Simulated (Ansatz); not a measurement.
# BrFH3NSi: shift of H7 from Si2 to N1, part 2 of 2

How high is the barrier for the shift of H7 from Si2 to N1? Relax the two ends, then run a nudged elastic band between them. SMILES of the start: N[SiH](F)Br.

Ansatz 0.2.0; UKS PBE-D4/def2-SVP.

### Step 8. The band again, with other settings

crystal.atoms is end A as relaxed above, and neb.final_atoms is end B, turned to lie on A. With 2 inner images the band has 4 in all. The start path is listed, through a guess of the saddle.

Input file input.yaml:

```yaml
crystal:
  periodic: [false, false, false]
  atoms:
    - { symbol: "N", position_ang: [-0.268246, 1.078964, -0.0087] }
    - { symbol: Si, position_ang: [0.32666, -0.521789, 0.139173] }
    - { symbol: F, position_ang: [0.228902, -0.990549, 1.699383] }
    - { symbol: Br, position_ang: [-0.852937, -2.067018, -0.981029] }
    - { symbol: H, position_ang: [-1.254406, 1.296576, 0.152695] }
    - { symbol: H, position_ang: [0.137713, 1.689303, -0.721325] }
    - { symbol: H, position_ang: [1.743515, -0.553487, -0.325796] }
magnetization:
  spin_polarized: true
basis:
  gaussian: { orbitals: def2-SVP }
hamiltonian:
  xc: pbe
  dispersion: d4
neb:
  order_check: false
  images: 2
  f_tol: 0.03
  max_iterations: 60
  climbing: true
  final_atoms:
    - { symbol: "N", position_ang: [0.27421634, 0.74853867, -0.17083788] }
    - { symbol: Si, position_ang: [0.61320577, -1.32505642, 0.07652675] }
    - { symbol: F, position_ang: [0.10071643, -1.1322821, 1.65754126] }
    - { symbol: Br, position_ang: [-1.47046247, -1.65583487, -0.99381653] }
    - { symbol: H, position_ang: [-0.61750546, 0.94876758, 0.31025465] }
    - { symbol: H, position_ang: [0.15402276, 0.99956999, -1.16310045] }
    - { symbol: H, position_ang: [1.00700763, 1.34829715, 0.23783319] }
  initial_path:
    images:
      - { positions_ang: [[-0.268246, 1.078964, -0.0087], [0.32666, -0.521789, 0.139173], [0.228902, -0.990549, 1.699383], [-0.852937, -2.067018, -0.981029], [-1.254406, 1.296576, 0.152695], [0.137713, 1.689303, -0.721325], [1.743515, -0.553487, -0.325796]] }
      - { positions_ang: [[-0.00386616, 0.95783117, -0.04182631], [0.37446096, -0.6433911, 0.14756786], [0.1447494, -1.00366708, 1.68784724], [-0.93714415, -1.87142346, -1.0637737], [-0.94699523, 1.19353961, 0.30455568], [-0.00634801, 1.31187895, -0.94743515], [1.43634418, -0.0127681, -0.13253463]] }
      - { positions_ang: [[0.17695463, 0.8476894, -0.09587227], [0.46997622, -0.91114691, 0.12668578], [0.10202087, -1.05091144, 1.6739], [-1.14298597, -1.73436242, -1.06803621], [-0.73469505, 1.07760347, 0.35707557], [-0.00091142, 1.08196795, -1.09469364], [1.19084172, 0.62115995, 0.05534177]] }
      - { positions_ang: [[0.27421634, 0.74853867, -0.17083788], [0.61320577, -1.32505642, 0.07652675], [0.10071643, -1.1322821, 1.65754126], [-1.47046247, -1.65583487, -0.99381653], [-0.61750546, 0.94876758, 0.31025465], [0.15402276, 0.99956999, -1.16310045], [1.00700763, 1.34829715, 0.23783319]] }
```

Run with:

```console
ansatz run input.yaml --threads 2 --pin off --max-ram 3072MiB --backend cpu --events-out ev --progress --plain --runs-dir out
```

Log, cut to the lines that bear on the results:

```text
Warning: RAYON_NUM_THREADS=2 ignored (pool sized by the plan → 2); use --threads N
[...]
Functional definition: PBE
[...]
1035 factors; their error is unknown
[...]
mean field -82150.04404144 eV, -3018.9584352231 hartree, gradient 2.9e-5 eV, S^2 0.000000; 0 other end points of the search recorded, 0 dependent functions left out
[...]
reference -82150.04407251 eV, -3018.9584363650 hartree; 34, 34 occupied and 59, 59 virtual orbitals, 1035 factors
[...]
Atom 3 at    -0.965404    -2.115124    -1.202487 Å, force     0.003828    -0.002641     0.001177 eV/Å
Atom 4 at    -0.371362     1.507174     0.614023 Å, force    -0.011131     0.001551     0.005657 eV/Å
Atom 5 at    -0.248440     1.247838    -1.068593 Å, force     0.001805    -0.004319    -0.002401 eV/Å
Atom 6 at     1.373618     0.381285    -0.104920 Å, force     0.030200    -0.027456     0.002950 eV/Å
Dipole moment:     0.030250     0.710052    -0.126223 e Å
this run last wrote the band of iteration 39 to <dir>
```

Run time: 1.8 min. Hardware: 2 threads of Intel Xeon Platinum 8488C (Sapphire Rapids), shared host; peak memory 0.17 GiB.

### Step 9. The band, image by image

Images 0 and 3 are the ends. Energies count from image 0; the path length is the program's own measure over all atoms.

| image | path (Å) | energy (eV) | H7–Si2 (Å) | H7–N1 (Å) | band force (eV/Å) |
| --- | --- | --- | --- | --- | --- |
| 0 | 0.000 | 0.0000 | 1.49 | 2.61 | - |
| 1 | 2.385 | 0.0008 | 1.49 | 2.61 | 0.021 |
| 2* | 4.770 | 2.6099 | 1.63 | 1.46 | 0.025 |
| 3 | 6.433 | 0.8415 | 2.71 | 1.03 | - |

The star marks the climbing image.

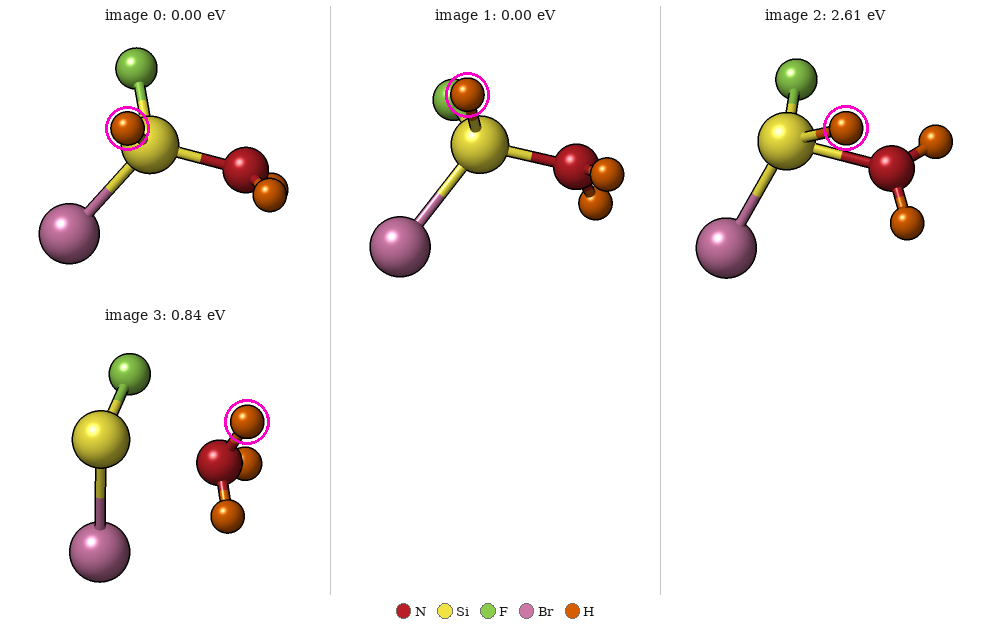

The images of the last band, seen from a chosen angle. Ringed: H7. Sticks join atoms closer than a bonding distance in each image.

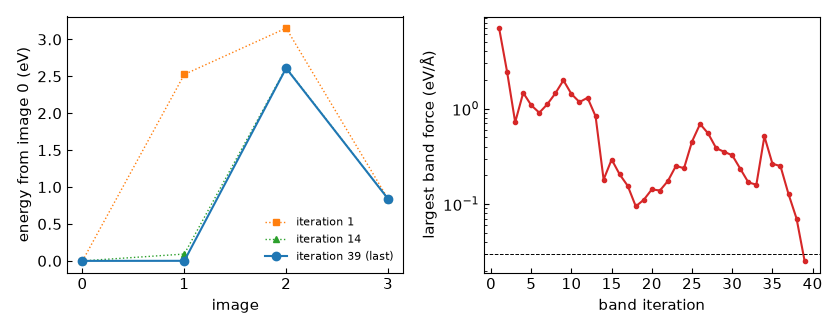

Left: energy of each image for early iterations and the last one (lines only join the points; early values far above the last band run off the scale). Right: the largest band force by iteration, with the threshold dashed.

### Step 10. A trajectory let go at the top

It starts at the highest inner image of the first converged band: 200 steps of 0.5 fs at constant energy, with velocities drawn for 300 K.

Input file input.yaml:

```yaml
crystal:
  periodic: [false, false, false]
  atoms:
    - { symbol: "N", position_ang: [-0.012593, 0.905301, -0.125764] }
    - { symbol: Si, position_ang: [0.440048, -0.910076, 0.134037] }
    - { symbol: F, position_ang: [-0.108951, -1.071495, 1.681796] }
    - { symbol: Br, position_ang: [-0.941027, -2.162347, -1.178541] }
    - { symbol: H, position_ang: [-0.491016, 1.486743, 0.582398] }
    - { symbol: H, position_ang: [-0.184091, 1.252754, -1.079797] }
    - { symbol: H, position_ang: [1.358832, 0.431121, -0.059728] }
magnetization:
  spin_polarized: true
basis:
  gaussian: { orbitals: def2-SVP }
hamiltonian:
  xc: pbe
  dispersion: d4
md:
  timestep: 0.5
  n_steps: 200
  ensemble: nve
  temperature: 300.0
  initial_velocities: maxwell_boltzmann
  seed: 9684
```

Run with:

```console
ansatz run input.yaml --threads 2 --pin off --max-ram 3072MiB --backend cpu --events-out ev --progress --plain --runs-dir out
```

Log, cut to the lines that bear on the results:

```text
Warning: RAYON_NUM_THREADS=2 ignored (pool sized by the plan → 2); use --threads N
[...]
[... 1 set-up line as earlier in the session ...]
[...]
1035 factors; their error is unknown
[...]
mean field -82147.43348676 eV, -3018.8624991082 hartree, gradient 5.5e-5 eV, S^2 0.000000; 0 other end points of the search recorded, 0 dependent functions left out
[...]
reference -82147.43351911 eV, -3018.8625002971 hartree; 34, 34 occupied and 59, 59 virtual orbitals, 1035 factors
[...]
md step    45: t =    22.50 fs  T =  2704.4 K  F+E_penalty+E_count = -82149.14482319 eV  E_kin = 1.747863 eV  conserved = -82147.39696034 eV  (31 SCF iters, 3 dispersion substeps)
[...]
md step    59: t =    29.50 fs  T =  1325.1 K  F+E_penalty+E_count = -82148.25462772 eV  E_kin = 0.856424 eV  conserved = -82147.39820421 eV  (31 SCF iters, 3 dispersion substeps)
md step    60: t =    30.00 fs  T =  1206.1 K  F+E_penalty+E_count = -82148.17790587 eV  E_kin = 0.779487 eV  conserved = -82147.39841872 eV  (31 SCF iters, 3 dispersion substeps)
```

### Step 11. More of the same log: dynamics from the highest image of the converged band

Output, continued, cut to the lines that bear on the results:

```text
md step    61: t =    30.50 fs  T =  1059.3 K  F+E_penalty+E_count = -82148.08299611 eV  E_kin = 0.684653 eV  conserved = -82147.39834281 eV  (32 SCF iters, 3 dispersion substeps)
[...]
md step    80: t =    40.00 fs  T =  2295.9 K  F+E_penalty+E_count = -82148.88105275 eV  E_kin = 1.483869 eV  conserved = -82147.39718338 eV  (31 SCF iters, 3 dispersion substeps)
[...]
md step   118: t =    59.00 fs  T =   935.4 K  F+E_penalty+E_count = -82148.00056906 eV  E_kin = 0.604532 eV  conserved = -82147.39603669 eV  (34 SCF iters, 3 dispersion substeps)
[...]
md step   137: t =    68.50 fs  T =  3226.1 K  F+E_penalty+E_count = -82149.48299894 eV  E_kin = 2.085021 eV  conserved = -82147.39797814 eV  (30 SCF iters, 3 dispersion substeps)
md step   138: t =    69.00 fs  T =  3276.1 K  F+E_penalty+E_count = -82149.51520291 eV  E_kin = 2.117315 eV  conserved = -82147.39788828 eV  (30 SCF iters, 3 dispersion substeps)
```

### Step 12. The log goes on: dynamics from the highest image of the converged band

The log, continued, cut to the lines that bear on the results:

```text
md step   139: t =    69.50 fs  T =  3300.0 K  F+E_penalty+E_count = -82149.53055026 eV  E_kin = 2.132806 eV  conserved = -82147.39774423 eV  (30 SCF iters, 3 dispersion substeps)
[...]
md step   154: t =    77.00 fs  T =  2073.2 K  F+E_penalty+E_count = -82148.73660860 eV  E_kin = 1.339935 eV  conserved = -82147.39667340 eV  (31 SCF iters, 3 dispersion substeps)
[...]
Atom 3 at    -0.915282    -2.100527    -1.183298 Å, force     0.220475    -0.662794     0.315521 eV/Å
Atom 4 at     0.460541     1.522900    -0.616192 Å, force    -1.256024    -1.851412     0.536382 eV/Å
Atom 5 at    -0.896509     0.407978    -1.016109 Å, force     0.360401     1.267170     0.245105 eV/Å
Atom 6 at     1.894189    -0.756782    -0.085487 Å, force    -0.623542    -1.011709     0.586971 eV/Å
Dipole moment:     0.229378     0.186412    -0.380883 e Å
```

Wall time 4.8 min (2 threads of Intel Xeon Platinum 8488C (Sapphire Rapids), shared host); peak memory 0.18 GiB.

### Step 13. Frames and traces

One step in 8; energies are changes from step 0:

| time (fs) | T (K) | potential energy change (meV/atom) | total energy change (meV/atom) | H7–Si2 (Å) | H7–N1 (Å) |
| --- | --- | --- | --- | --- | --- |
| 0.0 | 300 | 0.0 | 0.00 | 1.64 | 1.45 |
| 4.0 | 303 | -0.2 | 0.04 | 1.61 | 1.54 |
| 8.0 | 561 | -24.0 | 0.09 | 1.58 | 1.71 |
| 12.0 | 1582 | -118.3 | 0.07 | 1.54 | 2.04 |
| 16.0 | 3208 | -268.8 | -0.30 | 1.61 | 2.57 |
| 20.0 | 3325 | -279.6 | -0.25 | 1.76 | 3.08 |
| 24.0 | 2312 | -185.8 | -0.09 | 1.83 | 3.32 |
| 28.0 | 1562 | -116.6 | -0.13 | 1.66 | 3.23 |
| 32.0 | 554 | -23.3 | 0.10 | 1.36 | 2.99 |
| 36.0 | 1771 | -136.3 | -0.47 | 1.47 | 3.13 |
| 40.0 | 2296 | -184.4 | -0.15 | 1.81 | 3.38 |
| 44.0 | 2277 | -182.6 | -0.05 | 1.93 | 3.30 |
| 48.0 | 2941 | -244.0 | -0.21 | 1.76 | 2.85 |
| 52.0 | 2636 | -216.0 | -0.33 | 1.47 | 2.18 |
| 56.0 | 1155 | -78.9 | 0.03 | 1.45 | 1.77 |
| 60.0 | 970 | -61.8 | 0.05 | 1.64 | 1.84 |
| 64.0 | 1902 | -148.0 | -0.06 | 1.69 | 2.16 |
| 68.0 | 3148 | -263.2 | -0.27 | 1.60 | 2.54 |
| 72.0 | 3140 | -262.4 | -0.16 | 1.58 | 2.91 |
| 76.0 | 2313 | -186.0 | -0.07 | 1.62 | 3.17 |
| 80.0 | 1410 | -102.5 | -0.02 | 1.56 | 3.22 |
| 84.0 | 1048 | -69.0 | 0.02 | 1.44 | 3.14 |
| 88.0 | 1469 | -108.1 | -0.16 | 1.50 | 3.12 |
| 92.0 | 1846 | -142.8 | -0.03 | 1.64 | 3.09 |
| 96.0 | 2769 | -228.1 | -0.19 | 1.66 | 2.88 |
| 100.0 | 3140 | -262.4 | -0.23 | 1.55 | 2.52 |

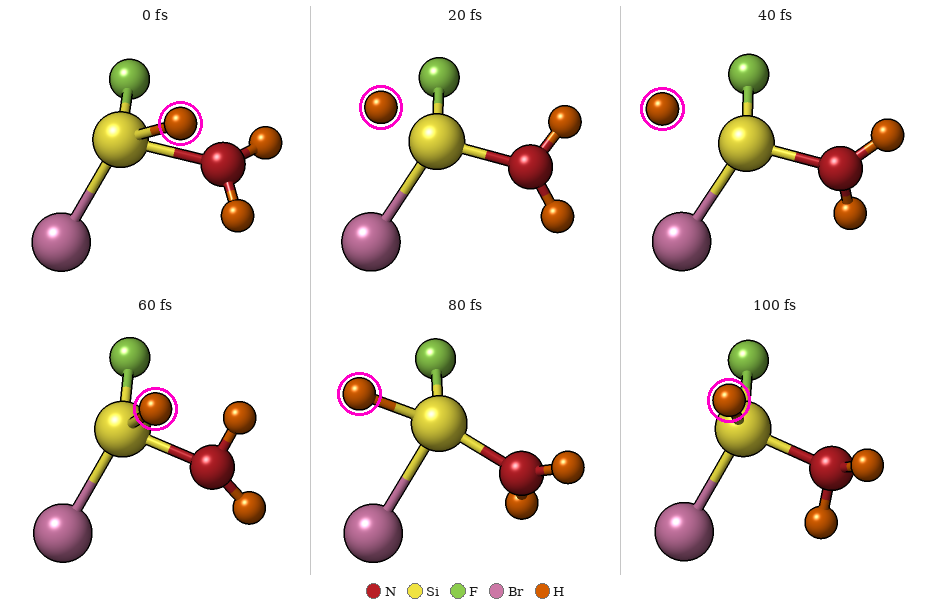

The system at six times, viewed from a chosen angle. Sticks join atoms within a bonding distance in each frame.

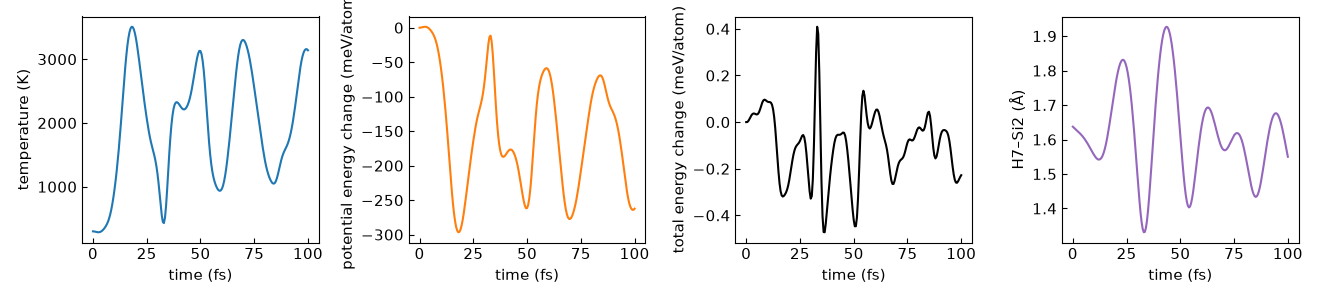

Time series of the run, each on its own scale.

The last frame stands with the bonds of end A.

### Step 14. A trajectory let go at the top

It starts at the highest inner image of the first converged band: 200 steps of 0.5 fs at constant energy, with velocities drawn for 100 K.

Changes to input.yaml since step 10:

```diff
@@ -21,4 +21,4 @@
   ensemble: nve
-  temperature: 300.0
+  temperature: 100.0
   initial_velocities: maxwell_boltzmann
-  seed: 9684
+  seed: 9685
```

Run with:

```console
ansatz run input.yaml --threads 2 --pin off --max-ram 3072MiB --backend cpu --events-out ev --progress --plain --runs-dir out
```

Log, cut to the lines that bear on the results:

```text
Warning: RAYON_NUM_THREADS=2 ignored (pool sized by the plan → 2); use --threads N
[...]
[... 1 set-up line as earlier in the session ...]
[...]
1035 factors; their error is unknown
[...]
mean field -82147.43348676 eV, -3018.8624991082 hartree, gradient 5.5e-5 eV, S^2 0.000000; 0 other end points of the search recorded, 0 dependent functions left out
[...]
reference -82147.43351911 eV, -3018.8625002971 hartree; 34, 34 occupied and 59, 59 virtual orbitals, 1035 factors
[...]
md step    45: t =    22.50 fs  T =  2060.5 K  F+E_penalty+E_count = -82148.86098397 eV  E_kin = 1.331707 eV  conserved = -82147.52927743 eV  (31 SCF iters, 3 dispersion substeps)
[...]
md step    59: t =    29.50 fs  T =  1573.2 K  F+E_penalty+E_count = -82148.54079129 eV  E_kin = 1.016779 eV  conserved = -82147.52401243 eV  (31 SCF iters, 3 dispersion substeps)
md step    60: t =    30.00 fs  T =  1528.2 K  F+E_penalty+E_count = -82148.51149557 eV  E_kin = 0.987668 eV  conserved = -82147.52382763 eV  (33 SCF iters, 3 dispersion substeps)
```

### Step 15. More of the same log: dynamics from the highest image of the converged band

Output, continued, cut to the lines that bear on the results:

```text
md step    61: t =    30.50 fs  T =  1544.8 K  F+E_penalty+E_count = -82148.52239256 eV  E_kin = 0.998374 eV  conserved = -82147.52401877 eV  (33 SCF iters, 3 dispersion substeps)
[...]
md step    80: t =    40.00 fs  T =  1159.3 K  F+E_penalty+E_count = -82148.27325313 eV  E_kin = 0.749244 eV  conserved = -82147.52400891 eV  (34 SCF iters, 3 dispersion substeps)
[...]
md step   118: t =    59.00 fs  T =   909.9 K  F+E_penalty+E_count = -82148.11373767 eV  E_kin = 0.588101 eV  conserved = -82147.52563701 eV  (34 SCF iters, 3 dispersion substeps)
[...]
md step   136: t =    68.00 fs  T =  1041.4 K  F+E_penalty+E_count = -82148.19981408 eV  E_kin = 0.673071 eV  conserved = -82147.52674299 eV  (33 SCF iters, 3 dispersion substeps)
md step   137: t =    68.50 fs  T =   961.2 K  F+E_penalty+E_count = -82148.14770812 eV  E_kin = 0.621251 eV  conserved = -82147.52645668 eV  (34 SCF iters, 3 dispersion substeps)
```

### Step 16. The log goes on: dynamics from the highest image of the converged band

Output, continued, cut to the lines that bear on the results:

```text
md step   138: t =    69.00 fs  T =   885.4 K  F+E_penalty+E_count = -82148.09834513 eV  E_kin = 0.572256 eV  conserved = -82147.52608864 eV  (34 SCF iters, 3 dispersion substeps)
[...]
md step   153: t =    76.50 fs  T =  1025.0 K  F+E_penalty+E_count = -82148.18963263 eV  E_kin = 0.662461 eV  conserved = -82147.52717147 eV  (34 SCF iters, 3 dispersion substeps)
[...]
Atom 3 at    -0.892994    -2.041049    -1.118324 Å, force    -2.543276    -0.724648    -2.203568 eV/Å
Atom 4 at    -1.144314     1.237012     0.529561 Å, force     1.445254     0.313992    -2.310841 eV/Å
Atom 5 at    -1.132212     1.558279    -1.225257 Å, force     1.069737    -0.372888     1.866320 eV/Å
Atom 6 at     0.051758     2.275362    -0.196383 Å, force    -1.124297    -1.722848    -0.294869 eV/Å
Dipole moment:    -0.185044     0.393181    -0.094968 e Å
```

Run time: 4.8 min. Hardware: 2 threads of Intel Xeon Platinum 8488C (Sapphire Rapids), shared host; peak memory 0.17 GiB.

### Step 17. The trajectory

One step in 11; energies are changes from step 0:

| time (fs) | T (K) | potential energy change (meV/atom) | total energy change (meV/atom) | H7–Si2 (Å) | H7–N1 (Å) |
| --- | --- | --- | --- | --- | --- |
| 0.0 | 100 | 0.0 | 0.00 | 1.64 | 1.45 |
| 5.5 | 107 | -0.6 | 0.02 | 1.64 | 1.38 |
| 11.0 | 695 | -54.9 | 0.09 | 1.77 | 1.17 |
| 16.5 | 1762 | -154.1 | -0.64 | 2.30 | 1.04 |
| 22.0 | 1911 | -167.5 | -0.28 | 2.77 | 1.12 |
| 27.5 | 2093 | -184.7 | -0.63 | 3.04 | 1.06 |
| 33.0 | 2033 | -179.3 | -0.80 | 3.24 | 1.02 |
| 38.5 | 1444 | -124.0 | 0.05 | 3.54 | 1.13 |
| 44.0 | 1302 | -111.0 | 0.07 | 3.55 | 0.93 |
| 49.5 | 1102 | -92.4 | 0.09 | 3.90 | 1.16 |
| 55.0 | 1054 | -88.1 | -0.02 | 3.82 | 0.94 |
| 60.5 | 797 | -64.3 | 0.07 | 4.04 | 1.15 |
| 66.0 | 1169 | -99.3 | -0.62 | 3.88 | 0.99 |
| 71.5 | 857 | -70.1 | -0.18 | 3.90 | 1.07 |
| 77.0 | 1051 | -88.0 | -0.24 | 3.89 | 1.06 |
| 82.5 | 989 | -82.4 | -0.35 | 3.89 | 0.98 |
| 88.0 | 1065 | -89.6 | -0.50 | 4.05 | 1.12 |
| 93.5 | 649 | -50.9 | -0.24 | 3.97 | 0.97 |
| 99.0 | 756 | -60.9 | -0.34 | 4.05 | 1.11 |
| 100.0 | 591 | -45.4 | -0.01 | 4.02 | 1.09 |

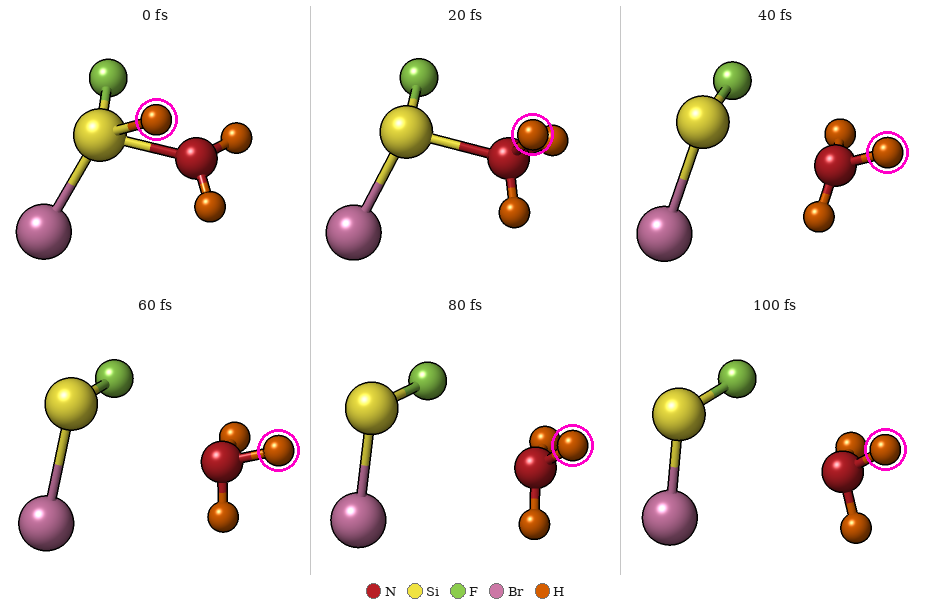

Six frames of the run, seen from a chosen angle. Sticks join atoms within a bonding distance in each frame.

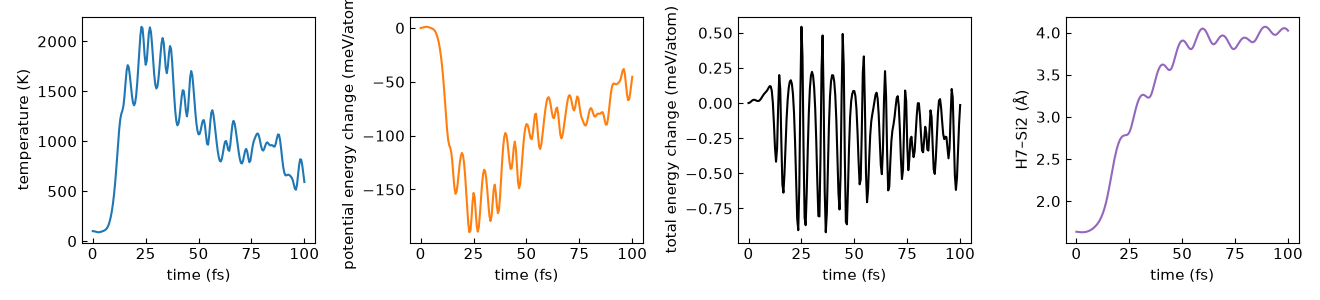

Traces against time; each panel has its own scale.

Bonds that form or break, judged by distance (formed within 1.15 times the sum of covalent radii and held on average over 12 fs, broken when stretched by half; pairs already stretched at the start don't count as bonds):

| time (fs) | bond | event |
| --- | --- | --- |
| 11.5 | N1–H7 | forms |
| 43.0 | N1–Si2 | breaks |

The last frame stands with a bonding of neither end.

### Step 18. Results

The summary covers parts 1 to 2.

| quantity | value |
| --- | --- |
| end A | 11 moves, 0.481 eV lower |
| end B | 10 moves, 3.079 eV lower |
| first band: barrier forwards | 2.610 eV |
| first band: barrier backwards | 1.768 eV |
| first band: second end relative to first | +0.841 eV |
| first band: highest image | 3 of 0 to 6, climbing |
| first band: band iterations | 12 |
| imaginary modes at the top | 1335i cm⁻¹ |
| second band | top 2.610 eV above image 0, 39 iterations, 2 inner images |
| time, first and second band | 93 s and 1.8 min |
| trajectory at 300 K, after 100 fs | with the bonds of end A, at 3140 K |
| trajectory at 100 K, after 100 fs | with a bonding of neither end, at 591 K |

**Reading.** In the first band: along this path the system climbs 2.61 eV from the first end (101 kT at 300 K); with a typical attempt rate of 10^13 per second that is roughly 10^-31 events a second. The second end lies 0.84 eV above the first, so the way back costs 1.77 eV. By distance, end A alone has Si2–H7 and end B alone has N1–H7. One imaginary mode, as a first-order saddle point has. The second band's top agrees with the first's to 1 meV, so the changed settings hardly move the height. These are electronic energies, with no zero-point or thermal terms. Tunnelling, which matters where hydrogen moves, is missing too. Semilocal functionals tend to give barriers that are too low.
